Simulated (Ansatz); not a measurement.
# Bismuth, dhcp under BLYP: from relaxation to bulk modulus, part 2 of 2

The plan for bismuth in the dhcp structure: relax it, solve it on a dense k-mesh, then scale the cell to 7 volumes from 88 to 112 % of the relaxed one and try a fit of the equation of state. Spin polarisation is left out. The k-meshes are 10×10×3 for the relaxation; 13×13×4 for the dense run; 11×11×3 for the volumes.

Ansatz 0.2.0; DFT, BLYP, plane waves (420 eV) with PAW, scalar-relativistic. Earlier steps stand in the parts before.

## 6. At 96 % of the relaxed volume

File input.yaml:

```yaml
crystal:
  lattice:
    - [3.5593746463, 0.0, 0.0]
    - [-1.7796873232, 3.0825088653, 0.0]
    - [0.0, 0.0, 12.040717196]
  atoms:
    - { symbol: Bi, position: [1.0, 0.0, 1.0] }
    - { symbol: Bi, position: [1.0, 0.0, 0.5] }
    - { symbol: Bi, position: [0.3333333333, 0.6666666667, 0.25] }
    - { symbol: Bi, position: [0.6666666667, 0.3333333333, 0.75] }
hamiltonian:
  xc: blyp
  pseudopotentials:
    kind: paw
    azcp:
      Bi: "pseudopotentials/Bi.paw.azcp"
basis:
  ecutwfc: 420
  fft_grid_basis: typed
kpoints:
  mp_grid: { grid: [11, 11, 3], shift: [0, 0, 0] }
magnetization:
  spin_polarized: false
scf:
  occupations: { method: fermi_dirac, width: 0.1 }
  lower_state_search: "off"
output:
  stress: true
```

The log of the run (excerpt; [...] marks lines left out):

```text
Warning: RAYON_NUM_THREADS=2 ignored (pool sized by the plan → 2); use --threads N
[...]
Pseudopotentials: kind: paw
Pseudopotential: Bi, paw, valence charge 15, recommended cutoff 420 eV (normal), <dir>
Functional definition: BLYP
[...]
Crystal: 4 atoms, lattice volume = 132.108 Å³
Basis set: ecut = 420 eV, 2543 PW (Γ), exchange–correlation on 48×48×162 points (8 copies of the dense FFT grid, shifted against one another)
Bands: 35, of which v1, the nominal top of the filled ones, is band 30 counted from 1 (29 counted from 0)
Symmetry: 24 space group operations
Space group: P63/mmc (ITA 194), of the structure as read, at distance tolerance 5.1e-5 Å
k-points: 32 of 363
[...]
SCF iter   1: F=—  HF=-49700.078752 eV  |F-HF|=—  |Δ(HF+E_count)|=         —  Δρ=5.13e-3  dr2=3.07e-2  ethr=1.77e-3  ⟨swp⟩=7.0  Hψ=4992  notcnv=0
[...]
SCF iter   7: F=-49700.075534 eV  HF=-49700.075534 eV  |F-HF|=1.76e-8  |Δ(HF+E_count)|=   8.07e-7  Δρ=3.69e-6  dr2=2.18e-8  ethr=1.67e-10  ⟨swp⟩=3.8  Hψ=4683  notcnv=0
[...]
SCF converged after 7 iterations
Free energy (F): -49700.075534 eV
[...]
E sigma→0 (E₀):  -49700.026262 eV
Entropy (-TS):   -0.098545 eV (-24.636 meV/atom)
Fermi energy:    11.330173 eV
[...]
--- Stress (GPa, compression-positive) ---
        1.833031      -0.000000      -0.000000
       -0.000000       1.833031       0.000000
       -0.000000       0.000000       1.823641
  P = ⅓ Tr σ = 1.8299 GPa (18.299 kbar)
```

Run time: 3.7 s. Hardware: 2 threads of Arm Neoverse V1, shared host; peak memory 0.42 GiB.

## 7. At 100 % of the relaxed volume

Edit input.yaml of step 6 so:

```diff
@@ -2,5 +2,5 @@
   lattice:
-    - [3.5593746463, 0.0, 0.0]
-    - [-1.7796873232, 3.0825088653, 0.0]
-    - [0.0, 0.0, 12.040717196]
+    - [3.6081392628, 0.0, 0.0]
+    - [-1.8040696314, 3.124740262, 0.0]
+    - [0.0, 0.0, 12.2056790263]
   atoms:
```

The log of the run (excerpt; [...] marks lines left out):

```text
Warning: RAYON_NUM_THREADS=2 ignored (pool sized by the plan → 2); use --threads N
[...]
[... 3 set-up lines as earlier in the session ...]
[...]
Crystal: 4 atoms, lattice volume = 137.613 Å³
Basis set: ecut = 420 eV, 2657 PW (Γ), exchange–correlation on 50×50×180 points (8 copies of the dense FFT grid, shifted against one another)
Bands: 35, of which v1, the nominal top of the filled ones, is band 30 counted from 1 (29 counted from 0)
[... 2 set-up lines as earlier in the session ...]
k-points: 32 of 363
[...]
SCF iter   1: F=—  HF=-49700.109470 eV  |F-HF|=—  |Δ(HF+E_count)|=         —  Δρ=5.03e-3  dr2=3.19e-2  ethr=1.77e-3  ⟨swp⟩=7.0  Hψ=4893  notcnv=0
[...]
SCF iter   7: F=-49700.105756 eV  HF=-49700.105756 eV  |F-HF|=2.75e-8  |Δ(HF+E_count)|=   9.90e-7  Δρ=3.97e-6  dr2=2.57e-8  ethr=1.67e-10  ⟨swp⟩=4.0  Hψ=4753  notcnv=0
[...]
SCF converged after 7 iterations
Free energy (F): -49700.105756 eV
[...]
E sigma→0 (E₀):  -49700.054326 eV
Entropy (-TS):   -0.102860 eV (-25.715 meV/atom)
Fermi energy:    10.700893 eV
[...]
--- Stress (GPa, compression-positive) ---
       -0.055949       0.000000       0.000000
        0.000000      -0.055949       0.000000
        0.000000       0.000000       0.108637
  P = ⅓ Tr σ = -0.0011 GPa (-0.011 kbar)
```

It took 4.5 s on 2 threads of Arm Neoverse V1, shared host; peak memory 0.43 GiB.

## 8. At 104 % of the relaxed volume

Edit input.yaml of step 7 so:

```diff
@@ -2,5 +2,5 @@
   lattice:
-    - [3.6081392628, 0.0, 0.0]
-    - [-1.8040696314, 3.124740262, 0.0]
-    - [0.0, 0.0, 12.2056790263]
+    - [3.6556202244, 0.0, 0.0]
+    - [-1.8278101122, 3.1658599809, 0.0]
+    - [0.0, 0.0, 12.3662984855]
   atoms:
```

The log of the run (excerpt; [...] marks lines left out):

```text
Warning: RAYON_NUM_THREADS=2 ignored (pool sized by the plan → 2); use --threads N
[...]
[... 3 set-up lines as earlier in the session ...]
[...]
Crystal: 4 atoms, lattice volume = 143.117 Å³
Basis set: ecut = 420 eV, 2753 PW (Γ), exchange–correlation on 50×50×180 points (8 copies of the dense FFT grid, shifted against one another)
Bands: 35, of which v1, the nominal top of the filled ones, is band 30 counted from 1 (29 counted from 0)
[... 2 set-up lines as earlier in the session ...]
k-points: 32 of 363
[...]
SCF iter   1: F=—  HF=-49700.085153 eV  |F-HF|=—  |Δ(HF+E_count)|=         —  Δρ=4.88e-3  dr2=3.26e-2  ethr=1.77e-3  ⟨swp⟩=7.1  Hψ=4926  notcnv=0
[...]
SCF iter   7: F=-49700.079750 eV  HF=-49700.079749 eV  |F-HF|=4.69e-8  |Δ(HF+E_count)|=   1.81e-6  Δρ=5.23e-6  dr2=5.30e-8  ethr=1.67e-10  ⟨swp⟩=3.8  Hψ=4914  notcnv=0
[...]
SCF converged after 7 iterations
Free energy (F): -49700.079750 eV
[...]
E sigma→0 (E₀):  -49700.026403 eV
Entropy (-TS):   -0.106694 eV (-26.673 meV/atom)
Fermi energy:    10.119102 eV
[...]
--- Stress (GPa, compression-positive) ---
       -1.563859      -0.000000       0.000000
        0.000000      -1.563859       0.000000
        0.000000       0.000000      -1.245488
  P = ⅓ Tr σ = -1.4577 GPa (-14.577 kbar)
```

Wall time 5.1 s (2 threads of Arm Neoverse V1, shared host); peak memory 0.44 GiB.

## 9. At 108 % of the relaxed volume

Edit input.yaml of step 8 so:

```diff
@@ -2,5 +2,5 @@
   lattice:
-    - [3.6556202244, 0.0, 0.0]
-    - [-1.8278101122, 3.1658599809, 0.0]
-    - [0.0, 0.0, 12.3662984855]
+    - [3.701898811, 0.0, 0.0]
+    - [-1.8509494055, 3.2059384126, 0.0]
+    - [0.0, 0.0, 12.5228505287]
   atoms:
```

The log of the run (excerpt; [...] marks lines left out):

```text
Warning: RAYON_NUM_THREADS=2 ignored (pool sized by the plan → 2); use --threads N
[...]
[... 3 set-up lines as earlier in the session ...]
[...]
Crystal: 4 atoms, lattice volume = 148.622 Å³
Basis set: ecut = 420 eV, 2921 PW (Γ), exchange–correlation on 50×50×180 points (8 copies of the dense FFT grid, shifted against one another)
Bands: 35, of which v1, the nominal top of the filled ones, is band 30 counted from 1 (29 counted from 0)
[... 1 set-up line as earlier in the session ...]
Space group: P63/mmc (ITA 194), of the structure as read, at distance tolerance 5.3e-5 Å
k-points: 32 of 363
[...]
SCF iter   1: F=—  HF=-49700.015214 eV  |F-HF|=—  |Δ(HF+E_count)|=         —  Δρ=4.75e-3  dr2=3.30e-2  ethr=1.77e-3  ⟨swp⟩=7.2  Hψ=4920  notcnv=0
[...]
SCF iter   7: F=-49700.009011 eV  HF=-49700.009011 eV  |F-HF|=5.69e-8  |Δ(HF+E_count)|=   2.00e-6  Δρ=5.18e-6  dr2=5.26e-8  ethr=1.67e-10  ⟨swp⟩=3.9  Hψ=4883  notcnv=0
[...]
SCF converged after 7 iterations
Free energy (F): -49700.009011 eV
[...]
E sigma→0 (E₀):  -49699.953796 eV
Entropy (-TS):   -0.110430 eV (-27.607 meV/atom)
Fermi energy:    9.579941 eV
[...]
--- Stress (GPa, compression-positive) ---
       -2.768214       0.000000       0.000000
        0.000000      -2.768214      -0.000000
        0.000000      -0.000000      -2.314321
  P = ⅓ Tr σ = -2.6169 GPa (-26.169 kbar)
```

It took 4.9 s on 2 threads of Arm Neoverse V1, shared host; peak memory 0.45 GiB.

## 10. At 112 % of the relaxed volume

Edit input.yaml of step 9 so:

```diff
@@ -2,5 +2,5 @@
   lattice:
-    - [3.701898811, 0.0, 0.0]
-    - [-1.8509494055, 3.2059384126, 0.0]
-    - [0.0, 0.0, 12.5228505287]
+    - [3.7470483682, 0.0, 0.0]
+    - [-1.8735241841, 3.245039076, 0.0]
+    - [0.0, 0.0, 12.6755832707]
   atoms:
```

The log of the run (excerpt; [...] marks lines left out):

```text
Warning: RAYON_NUM_THREADS=2 ignored (pool sized by the plan → 2); use --threads N
[...]
[... 3 set-up lines as earlier in the session ...]
[...]
Crystal: 4 atoms, lattice volume = 154.126 Å³
Basis set: ecut = 420 eV, 3031 PW (Γ), exchange–correlation on 54×54×180 points (8 copies of the dense FFT grid, shifted against one another)
Bands: 35, of which v1, the nominal top of the filled ones, is band 30 counted from 1 (29 counted from 0)
[... 1 set-up line as earlier in the session ...]
Space group: P63/mmc (ITA 194), of the structure as read, at distance tolerance 5.4e-5 Å
k-points: 32 of 363
[...]
SCF iter   1: F=—  HF=-49699.909621 eV  |F-HF|=—  |Δ(HF+E_count)|=         —  Δρ=4.65e-3  dr2=3.31e-2  ethr=1.77e-3  ⟨swp⟩=7.2  Hψ=4894  notcnv=0
[...]
SCF iter   7: F=-49699.902702 eV  HF=-49699.902702 eV  |F-HF|=5.16e-8  |Δ(HF+E_count)|=   1.29e-6  Δρ=4.19e-6  dr2=3.22e-8  ethr=1.67e-10  ⟨swp⟩=4.0  Hψ=4765  notcnv=0
[...]
SCF converged after 7 iterations
Free energy (F): -49699.902702 eV
[...]
E sigma→0 (E₀):  -49699.845522 eV
Entropy (-TS):   -0.114360 eV (-28.590 meV/atom)
Fermi energy:    9.078873 eV
[...]
--- Stress (GPa, compression-positive) ---
       -3.726906       0.000000      -0.000000
       -0.000000      -3.726906       0.000000
       -0.000000       0.000000      -3.155204
  P = ⅓ Tr σ = -3.5363 GPa (-35.363 kbar)
```

Run time: 4.5 s. Hardware: 2 threads of Arm Neoverse V1, shared host; peak memory 0.46 GiB.

## 11. The equation of state

All volumes keep the relaxed shape and fractional coordinates.

```
V (Å³/atom)  E − E₀ (meV/atom)  P from the stress (GPa)  P from the fit (GPa)
     30.275               78.6                     7.06                  6.97
     31.651               31.7                     4.14                  4.07
     33.027                7.0                     1.83                  1.77
     34.403                0.0                     0.00                 -0.06
     35.779                7.0                    -1.46                 -1.51
     37.155               25.2                    -2.62                 -2.67
     38.532               52.2                    -3.54                 -3.59
```

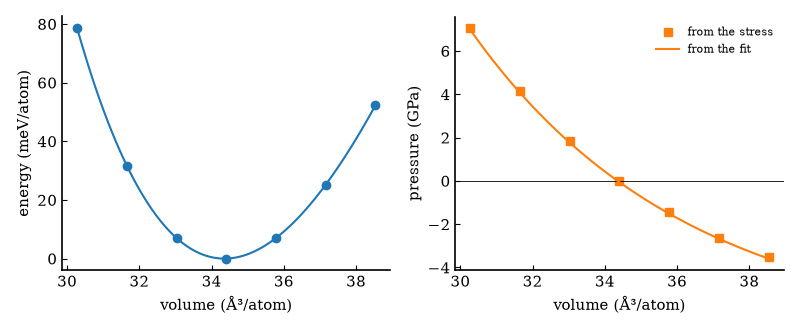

Energy and pressure against volume; the lines are the Birch-Murnaghan fit.

Fit (Birch-Murnaghan, third order): V₀ = 34.352 Å³/atom, B₀ = 41 GPa, B₀′ = 4.7, largest residual 0.03 meV/atom.

The fit is made to E(σ → 0), while the stress belongs to the free energy F; that is one source of the offset between the two pressures.

## 12. What came out

The summary covers parts 1 to 2.

| quantity | value |
| --- | --- |
| space group (spins left aside) | P6_3/mmc (No. 194) |
| conventional cell | a = 3.608 Å, c = 12.206 Å (c/a = 3.383) |
| volume | 34.403 Å³/atom |
| shortest distance | 3.608 Å |
| gap on the mesh | none (levels filled in part) |
| relative to A7 rhombohedral | +338 meV/atom |
| V₀, B₀, B₀′ | 34.352 Å³/atom, 41 GPa, 4.7 |

In words: The relaxation enlarged the cell by 8.0 % in volume. It lies 338 meV/atom above the element's reference form at the same level (A7 rhombohedral, from a run of its own). No gap shows: it is a metal or semimetal at this level. B₀ comes out at 41 GPa; letting shape and positions relax at each volume could only lower it. Relaxation kept the symmetry; phonons were not checked.
